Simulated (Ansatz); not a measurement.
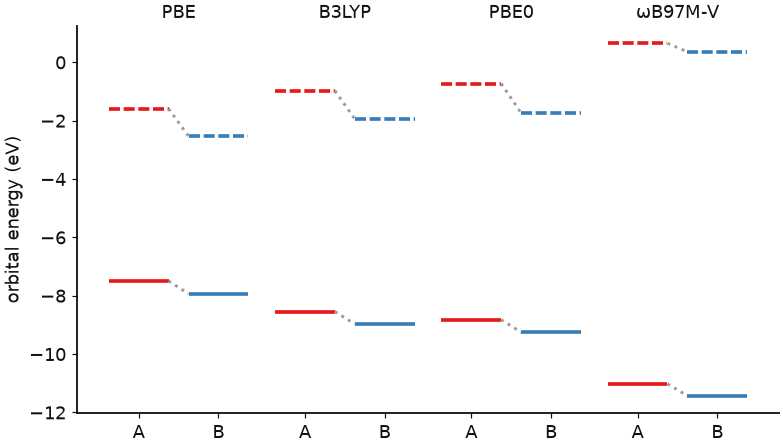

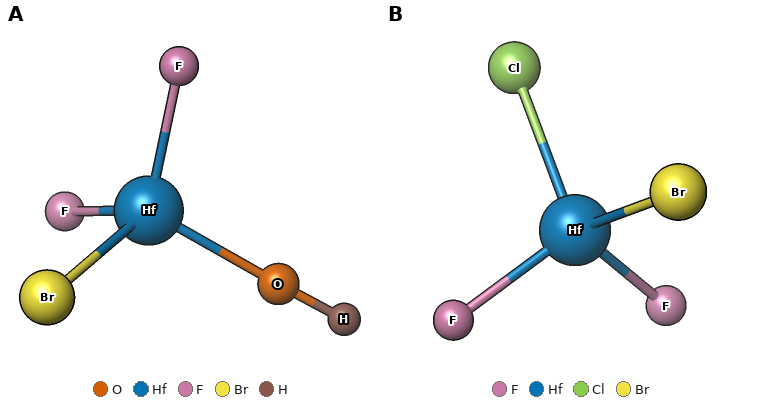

One change: A, HfHOBrF₂ (SMILES [OH][Hf]([F])([F])[Br]), becomes B, HfBrClF₂ (SMILES [F][Hf]([F])([Cl])[Br]). OH on Hf is replaced by Cl. HOMO (solid) and LUMO (dashed) computed in def2-TZVPP at PBE0-D4/def2-TZVP geometries, both minima by their frequencies, gas phase, the Ansatz code. Empty levels above zero depend strongly on the basis.

Q: What does the change do to HOMO and LUMO?

A: PBE: the HOMO falls by 0.44 eV, the LUMO falls by 0.94 eV, and the separation goes from 5.90 to 5.40 eV. B3LYP: the HOMO falls by 0.43 eV, the LUMO falls by 0.97 eV, and the separation goes from 7.57 to 7.03 eV. PBE0: the HOMO falls by 0.43 eV, the LUMO falls by 1.01 eV, and the separation goes from 8.09 to 7.51 eV. ωB97M-V: the HOMO falls by 0.41 eV, the LUMO falls by 0.29 eV, and the separation goes from 11.67 to 11.79 eV.

Q: Do the functionals agree on the effect?

A: They agree on the direction for both levels; the HOMO shift lies between −0.44 and −0.41 eV and the LUMO shift between −1.01 and −0.29 eV, while the separations themselves differ by up to 6.4 eV between functionals.

Note: core potentials past krypton; spin-orbit coupling is left out, and with Hf it can shift these values.
